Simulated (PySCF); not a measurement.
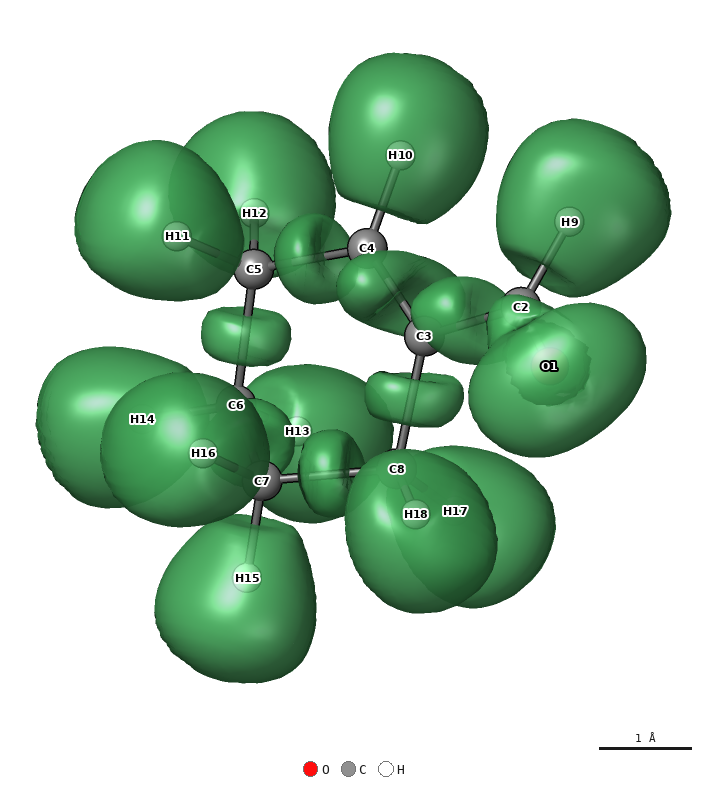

C₇H₁₀O (SMILES O=C[C+]1[CH]CCCC1) (charge +1, doublet). Isosurface of the ELF at 0.75 (green), seen at an oblique angle. Only the valence region is drawn (cores and ρ < 0.01 e/Å³ removed).

Geometry: GFN2-xTB.

Method: UKS B3LYP, pcH-1 on C H O, non-relativistic, mean-field spin-orbit, GIAO (PySCF).

```xyz
18

O     3.3473    0.2224    0.3597
C     2.3583    0.3104    1.0061
C     0.9598    0.2116    0.5211
C    -0.0520   -0.1717    1.3271
C    -1.3841   -0.5699    0.8312
C    -1.6382   -0.0159   -0.5781
C    -0.4220   -0.2319   -1.4472
C     0.7827    0.5666   -0.9168
H     2.3850    0.5334    2.0947
H     0.0935   -0.2602    2.3967
H    -1.4321   -1.6656    0.8082
H    -2.1499   -0.2546    1.5450
H    -1.8696    1.0481   -0.5082
H    -2.5050   -0.5298   -0.9991
H    -0.6027    0.1291   -2.4647
H    -0.1704   -1.2923   -1.4980
H     0.5868    1.6363   -1.0286
H     1.7038    0.3403   -1.4608
```

Describe the localisation domains.

The ELF exceeds this value in seven regions between bonded C–C atoms (shared pairs), ten regions around hydrogen nuclei and one region on O in which the atom's valence shell and bonds are merged. Along the contacts the grid gives the following. C–O (1.18 Å): the ELF peaks at about 0.85 between the atoms (a multiple bond). C–C (1.35 Å): the ELF peaks at about 0.95 between the atoms (localised, covalent bonding).
